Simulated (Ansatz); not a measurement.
# UCAM-B3LYP/STO-3G run of CH2F (SMILES [CH2]F)

What is the energy change on altering one bond length of CH2F at UCAM-B3LYP/STO-3G? 

Program for the calculation: Ansatz 0.2.0.

47 further runs of the same task are left out: 47 set aside as unsound or not needed.

## 1. Starting point

CH2F has 4 atoms, charge 0, and is taken as a doublet. As SMILES, `[CH2]F`. Geometry: relaxed at PBE0-D4/def2-TZVP.

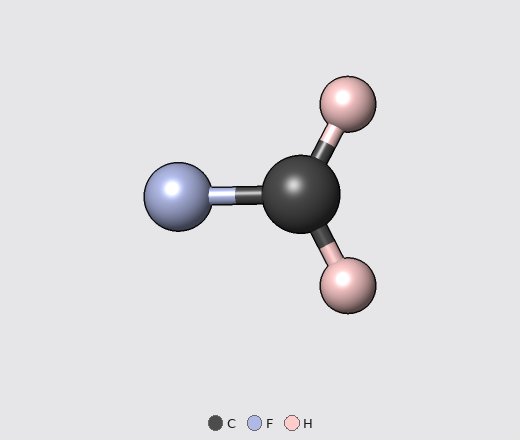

Viewed from a chosen angle; carbon dark grey, fluorine light blue, hydrogen pink.

## 2. A single-point energy at UCAM-B3LYP/STO-3G

molecule.yaml reads:

```yaml
crystal:
  periodic: [false, false, false]
  atoms:
    - {symbol: C, position_ang: [-0.030100, -0.057600, -0.131100]}
    - {symbol: F, position_ang: [0.950000, 0.694000, 0.364600]}
    - {symbol: H, position_ang: [-0.946900, 0.472300, -0.352500]}
    - {symbol: H, position_ang: [0.027000, -1.108700, 0.119000]}
basis:
  gaussian:
    orbitals: STO-3G
magnetization:
  spin_polarized: true
  initial_magnetization: 1
hamiltonian:
  xc: {name: CAM-B3LYP}
accuracy: high
```

The run is started by

```console
$ ansatz run molecule.yaml --threads 1 --pin off --max-ram 2610MiB --events-out events.jsonl --progress --plain --runs-dir runs
```

What it wrote:

```text
Warning: RAYON_NUM_THREADS=1 ignored (pool sized by the plan → 1); use --threads N
Functional definition: CAM-B3LYP
  name "CAM-B3LYP"
  parameter alpha = 0.19
  parameter beta = 0.46
  parameter omega = 0.33/bohr
  parameter ac = 0.81
  exchange = (1 - alpha - beta)*b88_x + beta*b88_x_sr(omega) + alpha*exact_x + beta*exact_x_lr(omega)
  correlation = (1 - ac)*vwn5_c + ac*lyp_c
186 factors; integrals over basis functions are off by at most 1.3e-8 eV
111 factors; integrals over basis functions are off by at most 8.7e-10 eV
mean field evaluation 1: about -3729.7349 eV, gradient 5.5e0 eV
mean field evaluation 2: about -3729.9308 eV, gradient 3.1e0 eV
mean field evaluation 4: about -3729.9924 eV, gradient 1.8e-1 eV
mean field evaluation 8: about -3729.9722 eV, gradient 1.4e-3 eV
mean field evaluation 16: about -3729.9722 eV, gradient 9.2e-8 eV
mean field -3729.97218267 eV, -137.0739494472 hartree, gradient 9.2e-8 eV, S^2 0.752235; 0 other end points of the search recorded, 0 dependent functions left out
reference -3729.97219236 eV, -137.0739498033 hartree; 9, 8 occupied and 3, 4 virtual orbitals, 186 factors
Total energy: -3729.97219236 eV, -137.0739498033 hartree
```

It took 0.84 s on 1 thread of Arm Neoverse V2, shared host; peak memory 0.1 GiB.

## 3. The distorted shape at the same level

run.yaml reads:

```yaml
crystal:
  periodic: [false, false, false]
  atoms:
    - {symbol: C, position_ang: [-0.044373, 0.205135, -0.193616]}
    - {symbol: F, position_ang: [0.935727, 0.956735, 0.302084]}
    - {symbol: H, position_ang: [-0.961173, 0.735035, -0.415016]}
    - {symbol: H, position_ang: [0.027000, -1.108700, 0.119000]}
basis:
  gaussian:
    orbitals: STO-3G
magnetization:
  spin_polarized: true
  initial_magnetization: 1
hamiltonian:
  xc: {name: CAM-B3LYP}
accuracy: high
```

The run is started by

```console
$ ansatz run run.yaml --threads 1 --pin off --max-ram 2610MiB --events-out events.jsonl --progress --plain --runs-dir runs
```

What it wrote (excerpt; [...] marks lines left out):

```text
Warning: RAYON_NUM_THREADS=1 ignored (pool sized by the plan → 1); use --threads N
[... 8 set-up lines as earlier in the session ...]
186 factors; integrals over basis functions are off by at most 1.4e-8 eV
115 factors; integrals over basis functions are off by at most 7.4e-10 eV
mean field evaluation 1: about -3728.8400 eV, gradient 5.8e0 eV
mean field evaluation 2: about -3729.0745 eV, gradient 3.4e0 eV
mean field evaluation 4: about -3729.1504 eV, gradient 2.3e-1 eV
mean field evaluation 8: about -3729.1164 eV, gradient 1.1e-2 eV
mean field evaluation 16: about -3729.1164 eV, gradient 5.1e-7 eV
mean field -3729.11637616 eV, -137.0424991382 hartree, gradient 9.8e-9 eV, S^2 0.753611; 0 other end points of the search recorded, 0 dependent functions left out
reference -3729.11638604 eV, -137.0424995011 hartree; 9, 8 occupied and 3, 4 virtual orbitals, 186 factors
Total energy: -3729.11638604 eV, -137.0424995011 hartree
```

It took 1 s on 1 thread of Arm Neoverse V2, shared host; peak memory 0.1 GiB.

## 4. What came out

Level: UCAM-B3LYP/STO-3G.

| quantity | value |
| --- | --- |
| first shape: total energy | -137.07395 Eh |
| first shape: ⟨S²⟩ | 0.752 |
| distorted shape: total energy | -137.04250 Eh |
| distorted shape: ⟨S²⟩ | 0.754 |
| energy change with the C1–H4 bond stretched from 1.082 to 1.352 Å | 0.856 eV |

What this shows: With the C1–H4 bond stretched from 1.082 to 1.352 Å the energy rises by 0.86 eV (82.6 kJ/mol). The first shape isn't relaxed at this level, so the change isn't measured from a minimum. The minimal basis adds a large error of its own.
